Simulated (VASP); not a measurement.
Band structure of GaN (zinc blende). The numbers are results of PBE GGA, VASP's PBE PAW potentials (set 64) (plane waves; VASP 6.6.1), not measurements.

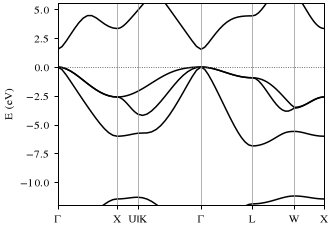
Fig. 1. Bands along high-symmetry lines, zero at the valence-band maximum or, without a gap, the Fermi level

Read the plot: is there a gap, and where are the band edges?

The gap is direct, 1.54 eV, from the valence maximum at Γ to the conduction minimum at Γ. (Edges off the drawn lines would not show.)

The compound is GaN in the zinc blende structure, a metastable form; wurtzite is the usual one. It was relaxed first.
